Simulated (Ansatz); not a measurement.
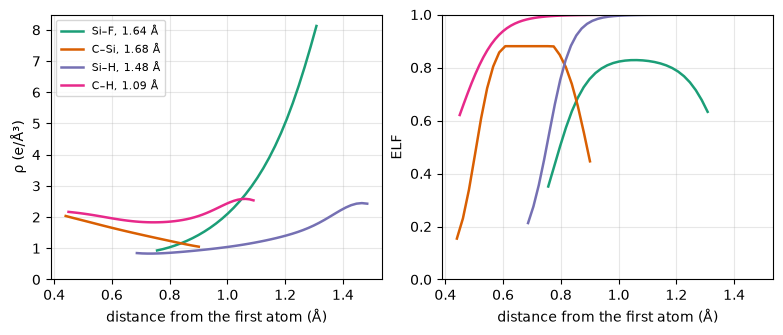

*CH2FSi (SMILES [CH]=[SiH]F) (doublet). Electron density and electron localisation function along straight lines between neighbouring atoms. The curves leave out the atomic cores.*

Geometry: PBE-D3(BJ)/def2-SVP.

Method: isolated molecule in a Gaussian basis; Kohn-Sham density functional theory, functional PBE0 (Ansatz).

```
atom    x (Å)    y (Å)    z (Å)
   C  -1.3659  -2.0284  -0.3797
   F  -0.3672   0.4392   0.8638
  Si  -1.2765  -0.3610  -0.2348
   H  -1.3497  -3.1185  -0.3867
   H  -1.9923   0.6427  -1.0612
```

Question: What can be read from the curves?

Answer: Si–F (1.64 Å): the density is about 1.1 e/Å³ at the midpoint; the ELF peaks at about 0.85 in the valence shell of F, 0.6 Å from its nucleus, and is about 0.55 at the midpoint.
C–Si (1.68 Å): ρ at the midpoint is about 1.2 e/Å³; the ELF peaks at about 0.90 between the atoms; a covalent bond.
Si–H (1.48 Å): ρ at the midpoint is about 0.83 e/Å³; the ELF climbs to about 1 towards the hydrogen, as it does in any bond to H.
C–H (1.09 Å): ρ is about 2 e/Å³ halfway; the ELF climbs to about 1 towards the hydrogen (a covalent bond by its length).
